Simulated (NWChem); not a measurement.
**One shape, several levels: CF3 (trifluoromethyl radical)**

Aim: a comparison of 4 runs (U-wB97X/def2-SVPD, UB2PLYP/def2-SVPD, UCAM-B3LYP/def2-SVPD, UM06-2X/def2-SVPD) of CF3 (trifluoromethyl radical). 

The results are computed with NWChem 7.3.0.

## 1. The molecule

CF3: 4 atoms, total charge 0, spin state doublet. SMILES: `F[C](F)F`. One bond was lengthened or shortened from a relaxed shape.

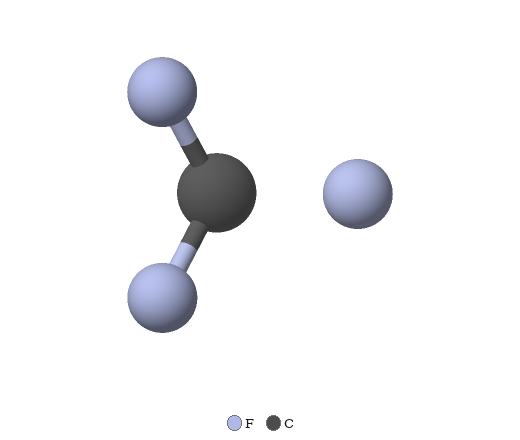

Viewed from a chosen angle; fluorine light blue, carbon dark grey.

## 2. A single-point energy at U-wB97X/def2-SVPD (run 1)

Input file run.py:

```python
from ase import Atoms
from ase.calculators.nwchem import NWChem

molecule = Atoms(['F', 'C', 'F', 'F'], positions=[
    [-1.405656, 0.037557, 0.348194],
    [-0.039500, -0.059500, -0.286700],
    [0.658900, -1.044900, 0.227300],
    [0.608100, 1.079500, -0.205900],
])

calc = NWChem(
    label='calc',
    theory='dft',
    memory='2200 mb',
    basis='def2-SVPD',
    basispar='spherical bse',
    dft={'xc': 'wb97x', 'mult': '2', 'grid': 'xfine', 'convergence': 'energy 1e-08', 'iterations': '100', 'mulliken': None, 'print': 'low'},
    task='energy',
)
molecule.calc = calc

print(f"energy = {molecule.get_potential_energy():.6f} eV")
```

Command:

```sh
$ export ASE_NWCHEM_COMMAND="nwchem PREFIX.nwi > PREFIX.nwo"
$ python run.py
```

Output:

```text
energy = -9176.603173 eV
```

The calculator wrote calc.nwi:

```
title "calc"

permanent_dir calc

scratch_dir calc

start calc

geometry units angstrom nocenter noautosym noautoz
  F  -1.4056560000000000e+00 3.7557000000000000e-02 3.4819400000000000e-01
  C  -3.9500000000000000e-02 -5.9499999999999997e-02 -2.8670000000000001e-01
  F  6.5890000000000004e-01 -1.0448999999999999e+00 2.2730000000000000e-01
  F  6.0809999999999997e-01 1.0794999999999999e+00 -2.0590000000000000e-01
end

memory 2200 mb

basis spherical bse noprint
   * library def2-SVPD
end

dft
  xc wb97x
  mult 2
  grid xfine
  convergence energy 1e-08
  iterations 100
  mulliken
  print low
end

task dft energy
```

calc.nwo:

```text
Northwest Computational Chemistry Package (NWChem) 7.3.0
             --------------------------------------------------------

           Job information
           ---------------

    nwchem branch   = 7.3.0
    use scalapack   = T
    input           = calc.nwi
    prefix          = calc.
    data base       = calc/calc.db
    status          = startup
    nproc           =        1

           Memory information
           ------------------

    heap     =     72089596 doubles =      550.0 Mbytes
    stack    =     72089601 doubles =      550.0 Mbytes
    global   =    144179200 doubles =     1100.0 Mbytes (distinct from heap & stack)
    total    =    288358397 doubles =     2200.0 Mbytes
    verify   = yes
    hardfail = no

[... 35 lines left out ...]
            Nuclear Dipole moment (a.u.)
[... 71 lines left out ...]
   convergence    iter        energy       DeltaE   RMS-Dens  Diis-err    time
[... 13 lines left out ...]
         Total DFT energy =     -337.233949245349
      One electron energy =     -703.822061649285
           Coulomb energy =      284.163565309782
    Exchange-Corr. energy =      -36.534197886162
 Nuclear repulsion energy =      118.958744980316
[... 38 lines left out ...]
     ------------------------------------------
      Spin Density - Lowdin Population Analysis
     ------------------------------------------

    Atom       Charge   Shell Charges
 -----------   ------   -------------------------------------------------------
    1 F    9     0.13   0.00  0.01 -0.00  0.01  0.08  0.01  0.00  0.00  0.03
    2 C    6     0.61   0.01  0.07  0.04  0.02  0.38  0.06  0.01  0.01
    3 F    9     0.13   0.00  0.01 -0.00  0.01  0.07  0.00  0.01  0.00  0.04
    4 F    9     0.13   0.00  0.01 -0.00  0.01  0.07  0.00  0.01  0.00  0.04

     --------------------------
     Expectation value of S2:
     --------------------------
      <S2> =      0.7524 (Exact =     0.7500)

 Task  times  cpu:       48.0s     wall:       48.0s
 Total times  cpu:       48.0s     wall:       48.0s
```

It took 49 s on 1 thread of Intel Xeon 6975P-C (Granite Rapids), shared host; peak memory 0.12 GiB.

## 3. A single-point energy at UB2PLYP/def2-SVPD (run 2)

Input file cf3.nw:

```
start cf3
title "CF3"
memory total 2200 mb

geometry units angstroms noautosym nocenter noautoz
  F    -1.405656    0.037557    0.348194
  C    -0.039500   -0.059500   -0.286700
  F     0.658900   -1.044900    0.227300
  F     0.608100    1.079500   -0.205900
end

basis spherical bse
  * library def2-SVPD
end

dft
  xc hfexch 0.53 becke88 0.47 lyp 0.73 mp2 0.27
  dftmp2 semidirect
  mult 2
  grid xfine
  convergence energy 1e-08
  maxiter 100
  mulliken
end

mp2
  freeze core 4
end

task dft energy
```

Command:

```sh
$ nwchem cf3.nw > cf3.out
```

Output:

```text
[...]
          Wavefunction type:  spin polarized.
          No. of atoms     :     4
          No. of electrons :    33
[...]
          Charge           :     0
          Spin multiplicity:     2
[...]
          AO basis - number of functions:    89
[...]
              XC Information
              --------------
                     Hartree-Fock (Exact) Exchange  0.530
                    Becke 1988 Exchange Functional  0.470
              Lee-Yang-Parr Correlation Functional  0.730
[...]
 d= 0,ls=0.0,diis     1   -336.6682458632 -4.56D+02  1.39D-02  3.55D-01     2.0
[...]
 d= 0,ls=0.0,diis    12   -336.8330959110 -6.18D-09  3.14D-07  7.37D-10    22.8
[...]
         Total DFT energy =     -336.833095910964
      One electron energy =     -703.899717541005
           Coulomb energy =      284.281485658716
    Exchange-Corr. energy =      -36.173609008992
 Nuclear repulsion energy =      118.958744980316
[...]
      Total Density - Mulliken Population Analysis
     ---------------------------------------------
    Atom       Charge   Shell Charges
 -----------   ------   -------------------------------------------------------
    1 F    9     9.51   1.99  1.15  0.81  0.07  3.28  2.02  0.16  0.01  0.01
    2 C    6     4.70   1.99  0.95 -0.05 -0.06  1.67  0.10  0.15 -0.04
    3 F    9     9.39   1.99  1.15  0.79  0.08  3.34  1.90  0.13  0.01  0.01
    4 F    9     9.39   1.99  1.15  0.79  0.08  3.34  1.90  0.13  0.01  0.01
[...]
      <S2> =      0.7533 (Exact =     0.7500)
[...]
  Basis functions       =     89
[...]
```

Wall time 25 s (1 thread of Intel Xeon 6975P-C (Granite Rapids), shared host); peak memory 0.25 GiB.

Run 3 isn't shown in full; the table further down has it.

## 4. The energy at UM06-2X/def2-SVPD (run 4)

Input file mymol.nw:

```
start mymol
title "CF3"
memory stack 880 mb heap 220 mb global 1100 mb
charge 0

geometry units angstrom noautosym nocenter noautoz
F       -1.405656       0.037557       0.348194
C       -0.039500      -0.059500      -0.286700
F        0.658900      -1.044900       0.227300
F        0.608100       1.079500      -0.205900
end

basis spherical bse
* library def2-SVPD
end

dft
xc m06-2x
mult 2
grid xfine
convergence energy 1e-08
maxiter 100
mulliken
noprint "final vectors analysis"
end

task dft energy
```

Command:

```sh
$ nwchem mymol.nw > mymol.out
```

Output:

```text
[...]
          Wavefunction type:  spin polarized.
          No. of atoms     :     4
          No. of electrons :    33
[...]
          Charge           :     0
          Spin multiplicity:     2
[...]
          AO basis - number of functions:    89
[...]
              XC Information
              --------------
                       M06-2X Method XC Functional
                     Hartree-Fock (Exact) Exchange  0.540
                        M06-2X Exchange Functional  1.000
                      M06-2X Correlation Potential  1.000
[...]
 d= 0,ls=0.0,diis     1   -337.0159541221 -4.56D+02  1.39D-02  3.74D-01     2.8
[...]
 d= 0,ls=0.0,diis    12   -337.1902267981 -1.67D-09  3.44D-07  6.24D-10    32.3
[...]
         Total DFT energy =     -337.190226798101
      One electron energy =     -703.834177076863
           Coulomb energy =      284.190108912985
    Exchange-Corr. energy =      -36.504903614539
 Nuclear repulsion energy =      118.958744980316
[...]
      Total Density - Mulliken Population Analysis
     ---------------------------------------------
    Atom       Charge   Shell Charges
 -----------   ------   -------------------------------------------------------
    1 F    9     9.47   1.99  1.14  0.81  0.07  3.28  2.00  0.16  0.00  0.01
    2 C    6     4.82   1.99  0.94 -0.00 -0.03  1.70  0.14  0.14 -0.04
    3 F    9     9.35   1.99  1.14  0.79  0.07  3.33  1.88  0.12  0.01  0.01
    4 F    9     9.35   1.99  1.14  0.79  0.07  3.33  1.88  0.12  0.01  0.01
[...]
      <S2> =      0.7531 (Exact =     0.7500)
[...]
```

Run time: 33 s. Hardware: 1 thread of Intel Xeon 6975P-C (Granite Rapids), shared host; peak memory 0.12 GiB.

## 5. All runs side by side

```tsv
run	level	frozen core orbitals	energy (Eh)	⟨S²⟩	wall time
1	U-wB97X/def2-SVPD	–	-337.233949	0.752	49 s
2	UB2PLYP/def2-SVPD	4	-337.062824	0.753	25 s
3	UCAM-B3LYP/def2-SVPD	–	-337.227740	0.752	44 s
4	UM06-2X/def2-SVPD	–	-337.190227	0.753	33 s
```

## 6. What came out

```
            quantity          value
 run 4: total energy  -337.19023 Eh
run 4: dipole moment         1.12 D
         run 4: ⟨S²⟩          0.753
```

In words: Over runs 2, 3, 4 the dipole moment (its size) runs from 1.08 D (UCAM-B3LYP/def2-SVPD) to 1.15 D (UB2PLYP/def2-SVPD). A double hybrid's value is that of its SCF part. Totals of different functionals can't be ranked against each other. All runs together took 2.5 min, the longest 49 s.
